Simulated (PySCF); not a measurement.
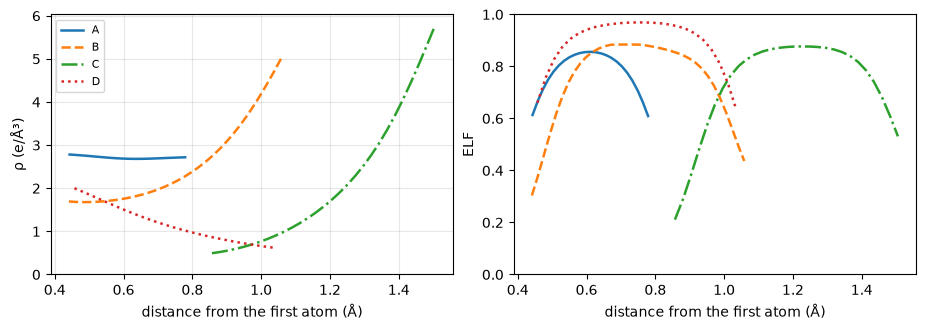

*C$_{4}$H$_{10}$Al$_{2}$O$_{2}$ (SMILES C#[C][AlH-]1[O+](C)[AlH2-][O+]1C). Total electron density and electron localisation function along straight lines between neighbouring atoms. The curves leave out the atomic cores.*

Geometry: PBE0-D3(BJ)/def2-SVP.

All numbers below come from PBE0/pcSseg-1, SCF density, gas phase, non-relativistic (PySCF).

```xyz
18

C    -1.0762    2.4834   -2.1693
C    -0.5376    1.9218   -1.2272
Al    0.3187    1.0499    0.2601
O     1.2228   -0.4634   -0.3098
C     2.3055   -0.5780   -1.2082
Al    0.1459   -1.7797    0.4611
O    -0.7902   -0.2503    0.9794
C    -2.0377   -0.1063    1.6234
H    -1.5523    2.9766   -2.9988
H     1.0936    1.9104    1.3380
H     3.2643   -0.5506   -0.6669
H     2.2376   -1.5260   -1.7639
H     2.2797    0.2459   -1.9381
H     0.8569   -2.4898    1.6940
H    -0.6412   -2.6197   -0.6375
H    -2.5605    0.7829    1.2385
H    -1.9044   -0.0025    2.7118
H    -2.6704   -0.9848    1.4241
```

**Which curve belongs to which contact (Al–O, C–Al, C–C and C–O)? The first atom named is at distance zero.**

Curve A: C–C (1.22 Å): ρ is about 2.7 e/Å³ halfway; the ELF peaks at about 0.85 between the atoms: a multiple bond. Curve B: C–O (1.41 Å): ρ is about 2 e/Å³ halfway, with its minimum of 1.7 e/Å³ about 0.5 Å from C; the ELF peaks at about 0.90 between the atoms: a polar covalent bond. Curve C: Al–O (1.85 Å): ρ is about 0.6 e/Å³ halfway; the ELF peaks at about 0.90 in the valence shell of O, 0.6 Å from its nucleus, and is about 0.50 at the midpoint. Curve D: C–Al (1.92 Å): the density is about 0.71 e/Å³ at the midpoint; the ELF peaks at about 0.95 between the atoms: a shared but strongly polarised pair.
